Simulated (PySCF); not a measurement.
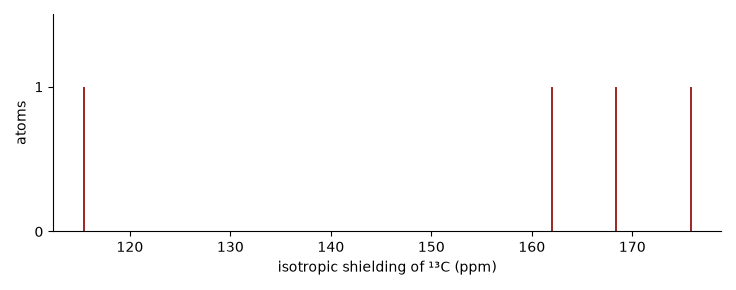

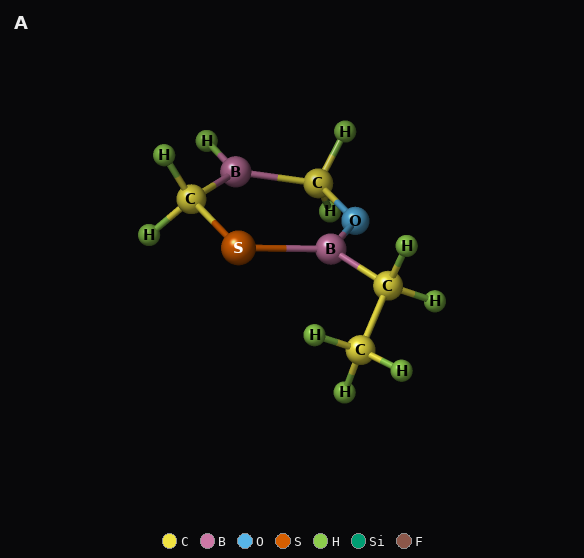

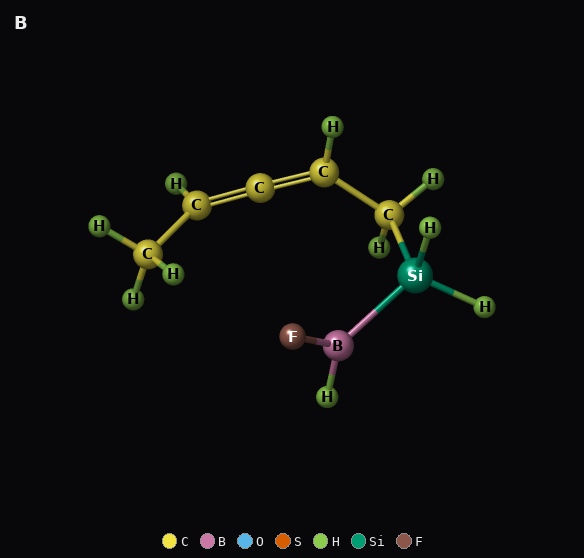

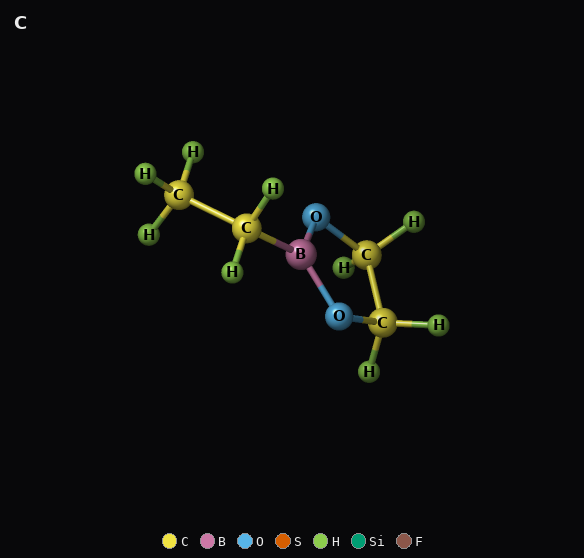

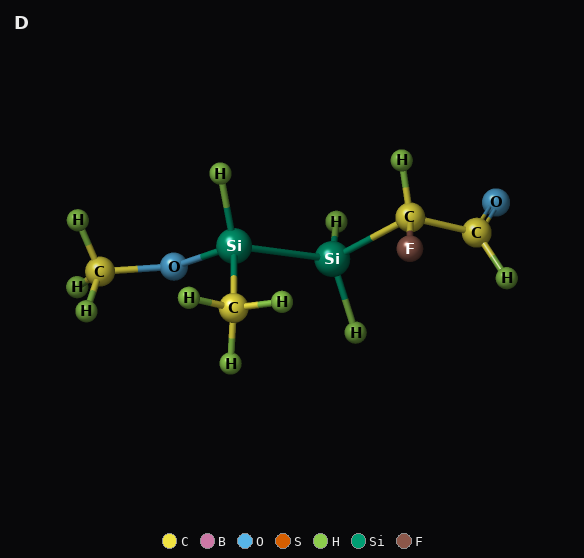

The sticks are computed shieldings of one of the molecules, for one fixed geometry (GFN2-xTB) without averaging over rotations. Low shielding means a high chemical shift. Method: GIAO PBE0/pcSseg-1 NMR shielding, non-relativistic, gas phase (PySCF 2.14.0).

Match the spectrum to a structure.

A, `CCB1OCBCS1`. Its 4 C atoms give lines at 115.4, 162.0, 168.4, 175.8 ppm.

The geometry is semi-empirical. Around B, Si such bond lengths and angles can be off by a tenth of an ångström or more and by several degrees, and values that hang on the shape move with them.
